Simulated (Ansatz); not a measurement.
# CCSDT/STO-3G run of [H2PO2]− (SMILES O=[PH2][O-])

What is the vertical singlet–triplet gap of [H2PO2]− at CCSDT/STO-3G? 

The calculation is run with Ansatz 0.2.0.

5 further runs of the same task are left out: 4 that didn't finish, 1 set aside as unsound or not needed.

## (1) The system as given

[H2PO2]−: 5 atoms, total charge -1, spin state singlet. As SMILES, `O=[PH2][O-]`. The shape is that of a GFN2-xTB optimisation.

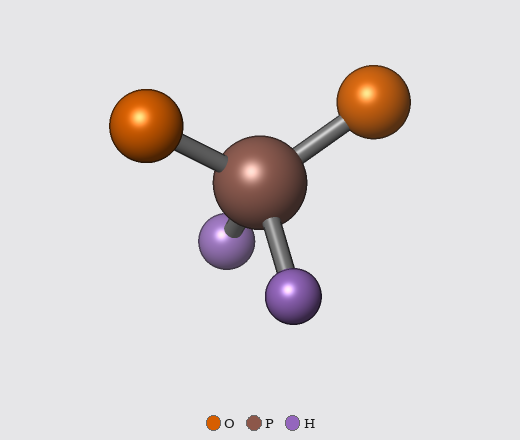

Viewed from a chosen angle; oxygen orange, phosphorus brown, hydrogen purple.

## (2) The energy at CCSDT/STO-3G

Contents of molecule.yaml:

```yaml
crystal:
  periodic: [false, false, false]
  atoms:
    - {symbol: O, position_ang: [-0.569750, 0.418060, 1.344900]}
    - {symbol: P, position_ang: [0.023990, -0.029410, 0.067110]}
    - {symbol: O, position_ang: [1.087130, -1.056140, 0.105400]}
    - {symbol: H, position_ang: [-0.993470, -0.417790, -0.831230]}
    - {symbol: H, position_ang: [0.452100, 1.085290, -0.686190]}
basis:
  gaussian: {orbitals: STO-3G}
total_charge: -1
correlation: {method: ccsdt, frozen_orbitals: {H: 0, O: 1, P: 5}}
accuracy: high
scf: {omitted_lower_state_checks: [cluster_reference, increment]}
```

Command:

```sh
$ ansatz run molecule.yaml --threads 1 --pin off --max-ram 2610MiB --events-out events.jsonl --progress --plain --runs-dir runs
```

The program printed, shortened:

```text
Warning: RAYON_NUM_THREADS=1 ignored (pool sized by the plan → 1); use --threads N
Functional definition: HF
  name "HF"
[...]
387 factors; integrals over basis functions are off by at most 2.4e-8 eV
[...]
mean field -13208.25133726 eV, -485.3942837700 hartree, gradient 7.1e-9 eV, S^2 0.000000; 0 other end points of the search recorded, 0 dependent functions left out
7 core orbitals not correlated: weight in the atoms' cores, before any rotation towards them, 1.000 or more for the frozen orbitals, at most 0.000 for the correlated occupied ones
reference -13208.25133726 eV, -485.3942837700 hartree; 10, 10 occupied and 4, 4 virtual orbitals, 387 factors
second order -2.87031300 eV of doubles, -0.00000000 eV of singles
cycle   1  -3.09238886 eV  change   -2.2e-1 eV  update   1.2e-1
[...]
cycle  24  -3.70422652 eV  change   -2.1e-9 eV  update   1.2e-9
Total energy: -13211.95556378 eV, -485.5304115840 hartree
Checks for a lower state left out: cluster_reference, increment
```

Run time: 0.38 s. Hardware: 1 thread of Arm Neoverse V1, shared host.

## (3) The triplet at the same level

Contents of in.yaml:

```yaml
basis:
  gaussian: {orbitals: STO-3G}
crystal:
  periodic: [false, false, false]
  atoms:
    - symbol: O
      position_ang: [-0.569750, 0.418060, 1.344900]
    - symbol: P
      position_ang: [0.023990, -0.029410, 0.067110]
    - symbol: O
      position_ang: [1.087130, -1.056140, 0.105400]
    - symbol: H
      position_ang: [-0.993470, -0.417790, -0.831230]
    - symbol: H
      position_ang: [0.452100, 1.085290, -0.686190]
total_charge: -1
magnetization: {spin_polarized: true, initial_magnetization: 2}
correlation: {method: ccsdt, frozen_orbitals: {H: 0, O: 1, P: 5}}
accuracy: high
scf: {omitted_lower_state_checks: [cluster_reference, increment]}
```

Command:

```sh
$ ansatz run in.yaml --threads 1 --pin off --max-ram 2610MiB --events-out events.jsonl --progress --plain --runs-dir runs
```

The program printed:

```text
Warning: RAYON_NUM_THREADS=1 ignored (pool sized by the plan → 1); use --threads N
[... 17 lines left out ...]
7 core orbitals not correlated: weight in the atoms' cores, before any rotation towards them, 1.000 or more for the frozen orbitals, at most 0.000 for the correlated occupied ones
[... 197 lines left out ...]
Total energy: -13203.27831136 eV, -485.2115284391 hartree
Checks for a lower state left out: cluster_reference, increment
```

It took 6.3 s on 1 thread of Arm Neoverse V1, shared host.

## (4) Results

Level: CCSDT/STO-3G, 7 core orbitals frozen.

| quantity | value |
| --- | --- |
| singlet: total energy | -485.53041 Eh |
| singlet: correlation energy (7 core orbitals frozen) | -136.1 mEh |
| singlet: T1 diagnostic | 0.020 |
| triplet: total energy | -485.21153 Eh |
| triplet: correlation energy (7 core orbitals frozen) | -112.3 mEh |
| triplet: ⟨S²⟩ of the reference determinant | 2.018 |
| triplet: T1 diagnostic | 0.150 |
| vertical energy of the triplet above the singlet | 8.677 eV |

**Reading.** At this shape the triplet lies 8.68 eV (837 kJ/mol) above the singlet. For an anion a state so high probably lies above electron detachment. In a minimal basis such a difference can be off by several eV, whatever the method. The T1 diagnostic (triplet) of 0.150 is above the customary mark for such species, so a single reference may not serve.
